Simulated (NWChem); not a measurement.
**One shape, several levels: GeSiH5ClO2 (SMILES [OH][GeH2][SiH](O)Cl)**

We compute a comparison of 3 runs (HF/STO-3G, HF/3-21G, B3LYP/6-31G*) of GeSiH5ClO2. 

The results are computed with NWChem 7.3.0.

### 1 The molecule

GeSiH5ClO2: 10 atoms, total charge 0, spin state singlet. SMILES: `[OH][GeH2][SiH](O)Cl`. Geometry: relaxed at PBE0-D4/def2-TZVP. This is one conformer, not always the lowest.

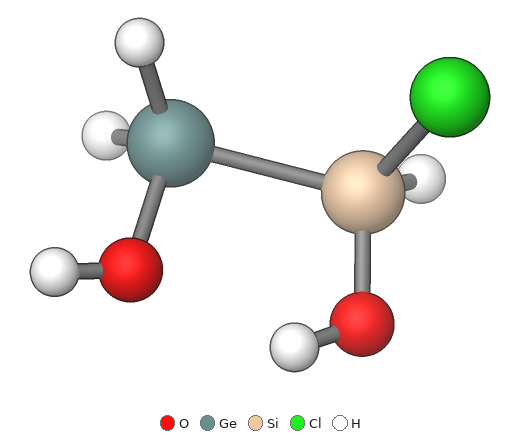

Viewed from a chosen angle; oxygen red, germanium teal, silicon light orange, chlorine green, hydrogen white.

### 2 Energy and gradient at HF/STO-3G (run 1)

job.nw

```
start job
title "ClGeH5O2Si"
memory total 2200 mb
charge 0

geometry units angstroms noautosym nocenter noautoz
   O       -0.565700       0.576900      -1.560300
   Ge       0.558000      -0.641300      -0.840900
   Si      -0.012200      -0.085700       1.409100
   O       -1.346900       0.836400       1.227100
   Cl       1.547600       0.958500       2.254200
   H       -0.491100       0.684400      -2.510200
   H        1.996600      -0.327400      -1.295200
   H        0.164200      -2.044200      -1.349900
   H       -0.313400      -1.196200       2.336100
   H       -1.454000       1.187300       0.332900
end

basis "ao basis" spherical bse
   O library STO-3G
   Ge library STO-3G
   Si library STO-3G
   Cl library STO-3G
   H library STO-3G
end

scf
   thresh 1e-08
   maxiter 80
   print medium
end

task scf gradient
```

Command:

```
nwchem job.nw > job.out
```

The log of the run:

```text
[...]
  functions       =    51
[...]
  wavefunction    = RHF
[...]
         Total SCF energy =  -2942.627582970754
      One-electron energy =  -5219.933017360607
      Two-electron energy =   1725.498961612740
 Nuclear repulsion energy =    551.806472777113
        Time for solution =      4.5s
[...]
                         RHF ENERGY GRADIENTS
    atom               coordinates                        gradient
                 x          y          z           x          y          z
   1 O      -1.069018   1.090183  -2.948539   -0.007132   0.017066  -0.052385
   2 Ge      1.054467  -1.211881  -1.589071   -0.005825   0.003088   0.034404
   3 Si     -0.023055  -0.161950   2.662813    0.000128   0.048468   0.020770
   4 O      -2.545272   1.580567   2.318883    0.022904  -0.009113  -0.028417
   5 Cl      2.924540   1.811302   4.259820   -0.013614  -0.011882  -0.010743
   6 H      -0.928044   1.293328  -4.743590   -0.010356   0.004486   0.031652
   7 H       3.773027  -0.618696  -2.447573    0.036238   0.009249  -0.014110
   8 H       0.310293  -3.862978  -2.550941   -0.010650  -0.035618  -0.016121
   9 H      -0.592240  -2.260490   4.414589   -0.005779  -0.021727   0.016259
  10 H      -2.747662   2.243672   0.629090   -0.005914  -0.004015   0.018693
[...]
```

It took 7.2 s on 1 thread of Intel Xeon 6975P-C (Granite Rapids), shared host; peak memory 0.097 GiB.

### 3 Energy and forces at HF/3-21G (run 2)

clgeh5o2si.xyz

```xyz
10
ClGeH5O2Si
O     -0.565700     0.576900    -1.560300
Ge     0.558000    -0.641300    -0.840900
Si    -0.012200    -0.085700     1.409100
O     -1.346900     0.836400     1.227100
Cl     1.547600     0.958500     2.254200
H     -0.491100     0.684400    -2.510200
H      1.996600    -0.327400    -1.295200
H      0.164200    -2.044200    -1.349900
H     -0.313400    -1.196200     2.336100
H     -1.454000     1.187300     0.332900
```

clgeh5o2si.nw

```
echo
start clgeh5o2si
title "ClGeH5O2Si"
memory stack 880 mb heap 220 mb global 1100 mb
geometry units angstroms noautosym nocenter noautoz
   load clgeh5o2si.xyz
end
basis spherical bse
   * library 3-21G
end
scf
   thresh 1e-08
   maxiter 80
   noprint "final vectors analysis"
end
task scf gradient
```

Command:

```
nwchem clgeh5o2si.nw > clgeh5o2si.out
```

The log of the run:

```text
[...]
  functions       =    76
[...]
  wavefunction    = RHF
[...]
         Total SCF energy =  -2961.930340365343
      One-electron energy =  -5225.458433562584
      Two-electron energy =   1711.721620420128
 Nuclear repulsion energy =    551.806472777113
        Time for solution =      5.3s
[...]
                         RHF ENERGY GRADIENTS
    atom               coordinates                        gradient
                 x          y          z           x          y          z
   1 O      -1.069018   1.090183  -2.948539   -0.019583   0.020666  -0.016275
   2 Ge      1.054467  -1.211881  -1.589071    0.011084  -0.011810   0.017760
   3 Si     -0.023055  -0.161950   2.662813    0.011993   0.043424  -0.000047
   4 O      -2.545272   1.580567   2.318883    0.016070  -0.013308   0.009831
   5 Cl      2.924540   1.811302   4.259820   -0.034930  -0.022099  -0.018144
   6 H      -0.928044   1.293328  -4.743590    0.007215  -0.007938   0.007222
   7 H       3.773027  -0.618696  -2.447573    0.000920   0.001146  -0.003577
   8 H       0.310293  -3.862978  -2.550941   -0.001011  -0.000836  -0.004055
   9 H      -0.592240  -2.260490   4.414589   -0.002356  -0.001556   0.002940
  10 H      -2.747662   2.243672   0.629090    0.010599  -0.007690   0.004345
[...]
```

Run time: 8.4 s. Hardware: 1 thread of Intel Xeon 6975P-C (Granite Rapids), shared host; peak memory 0.097 GiB.

### 4 Energy and forces at B3LYP/6-31G(d) (Cartesian functions) (run 3)

run.py

```python
from ase import Atoms
from ase.calculators.nwchem import NWChem

system = Atoms(['O', 'Ge', 'Si', 'O', 'Cl', 'H', 'H', 'H', 'H', 'H'], positions=[
    [-0.565700, 0.576900, -1.560300],
    [0.558000, -0.641300, -0.840900],
    [-0.012200, -0.085700, 1.409100],
    [-1.346900, 0.836400, 1.227100],
    [1.547600, 0.958500, 2.254200],
    [-0.491100, 0.684400, -2.510200],
    [1.996600, -0.327400, -1.295200],
    [0.164200, -2.044200, -1.349900],
    [-0.313400, -1.196200, 2.336100],
    [-1.454000, 1.187300, 0.332900],
])

calc = NWChem(
    label='nw',
    theory='dft',
    memory='2200 mb',
    basis='6-31G*',
    dft={'xc': 'b3lyp', 'mult': '1', 'grid': 'fine', 'convergence': 'energy 1e-08', 'iterations': '100', 'mulliken': None},
)
system.calc = calc

forces = system.get_forces()
print("Total energy (eV):", round(system.get_potential_energy(), 6))
print("forces (eV/A):")
for s, f in zip(system.symbols, forces):
    print(f"{s:2s} {f[0]:10.5f} {f[1]:10.5f} {f[2]:10.5f}")
print("dipole (e A):", system.get_dipole_moment().round(4))
```

Command:

```
export ASE_NWCHEM_COMMAND="nwchem PREFIX.nwi > PREFIX.nwo"
python run.py
```

The log of the run:

```text
Total energy (eV): -81090.270871
forces (eV/A):
O    -0.39276    0.31445    0.38572
Ge    0.19319   -0.21896    0.02551
Si    0.08947   -0.49273   -0.05178
O    -0.50764    0.17561    0.32057
Cl    0.42212    0.24523    0.24210
H     0.07199    0.01964   -0.47437
H     0.17262    0.00617   -0.02715
H    -0.01666   -0.17288   -0.02905
H    -0.00381   -0.02108    0.01975
H    -0.02854    0.14455   -0.41127
dipole (e A): [ 0.0393 -0.2891 -0.6156]
```

The calculator wrote nw.nwi:

```
title "nw"

permanent_dir nw

scratch_dir nw

start nw

geometry units angstrom nocenter noautosym noautoz
  O  -5.6569999999999998e-01 5.7689999999999997e-01 -1.5603000000000000e+00
  Ge 5.5800000000000005e-01 -6.4129999999999998e-01 -8.4089999999999998e-01
  Si -1.2200000000000001e-02 -8.5699999999999998e-02 1.4091000000000000e+00
  O  -1.3469000000000000e+00 8.3640000000000003e-01 1.2271000000000001e+00
  Cl 1.5476000000000001e+00 9.5850000000000002e-01 2.2542000000000000e+00
  H  -4.9109999999999998e-01 6.8440000000000001e-01 -2.5102000000000002e+00
  H  1.9965999999999999e+00 -3.2740000000000002e-01 -1.2951999999999999e+00
  H  1.6420000000000001e-01 -2.0442000000000000e+00 -1.3499000000000001e+00
  H  -3.1340000000000001e-01 -1.1961999999999999e+00 2.3361000000000001e+00
  H  -1.4540000000000000e+00 1.1873000000000000e+00 3.3289999999999997e-01
end

memory 2200 mb

basis noprint
   * library 6-31G*
end

dft
  xc b3lyp
  mult 1
  grid fine
  convergence energy 1e-08
  iterations 100
  mulliken
end

task dft gradient
```

nw.nwo:

```text
Northwest Computational Chemistry Package (NWChem) 7.3.0
             --------------------------------------------------------

           Job information
           ---------------

    nwchem branch   = 7.3.0
    use scalapack   = T
    input           = nw.nwi
    prefix          = nw.
    data base       = nw/nw.db
    status          = startup
    nproc           =        1

           Memory information
           ------------------

    heap     =     72089594 doubles =      550.0 Mbytes
    stack    =     72089599 doubles =      550.0 Mbytes
    global   =    144179200 doubles =     1100.0 Mbytes (distinct from heap & stack)
    total    =    288358393 doubles =     2200.0 Mbytes
    verify   = yes
    hardfail = no

[... 111 lines left out ...]
  convergence criterion.
[... 42 lines left out ...]
          Spatial weights used:  Erf1
[... 75 lines left out ...]
         Total DFT energy =    -2980.012513828461
[... 3 lines left out ...]
 Nuclear repulsion energy =      551.806472777113
[... 860 lines left out ...]
          Convergence on gradient requested:  5.00D-04
[... 29 lines left out ...]
          total energy or number of iterations.
[... 26 lines left out ...]
                         DFT ENERGY GRADIENTS

    atom               coordinates                        gradient
                 x          y          z           x          y          z
   1 O      -1.069018   1.090183  -2.948539    0.007638  -0.006115  -0.007501
   2 Ge      1.054467  -1.211881  -1.589071   -0.003757   0.004258  -0.000496
   3 Si     -0.023055  -0.161950   2.662813   -0.001740   0.009582   0.001007
[... 6 lines of this table left out ...]
  10 H      -2.747662   2.243672   0.629090    0.000555  -0.002811   0.007998

                 ----------------------------------------
                 |  Time  |  1-e(secs)   |  2-e(secs)   |
                 ----------------------------------------
                 |  CPU   |       0.01   |      14.52   |
                 ----------------------------------------
                 |  WALL  |       0.01   |      14.52   |
                 ----------------------------------------

 Task  times  cpu:       49.0s     wall:       49.0s
 Total times  cpu:       49.0s     wall:       49.0s
```

Run time: 50 s. Hardware: 1 thread of Intel Xeon 6975P-C (Granite Rapids), shared host; peak memory 0.13 GiB.

### 5 All runs side by side

| run | level | Cartesian functions | iteration cap | energy (Eh) | dipole moment (D) | HOMO energy (eV) | LUMO energy (eV) | wall time |
| --- | --- | --- | --- | --- | --- | --- | --- | --- |
| 1 | HF/STO-3G | no | 80 | -2942.627583 | 3.99 | -8.59 | 8.65 | 7.2 s |
| 2 | HF/3-21G | no | 80 | -2961.930340 | 5.02 | – | – | 8.4 s |
| 3 | B3LYP/6-31G* (Cartesian functions) | yes | 100 | -2980.012514 | 3.27 | -7.74 | -0.87 | 50 s |

### 6 Results

| quantity | value |
| --- | --- |
| run 3: total energy | -2980.01251 Eh |
| run 3: dipole moment | 3.27 D |
| run 3: HOMO energy | -7.74 eV |
| run 3: LUMO energy | -0.87 eV |
| run 3: HOMO–LUMO gap | 6.87 eV |
| run 3: largest force on an atom | 0.634 eV/Å |

**Reading.** The dipole moment (its size) runs from 3.27 D (B3LYP/6-31G*) to 5.02 D (HF/3-21G). The two ends differ in method and basis. In run 1 the basis is minimal, so the values are rough. All runs together took 66 s, the longest 50 s.
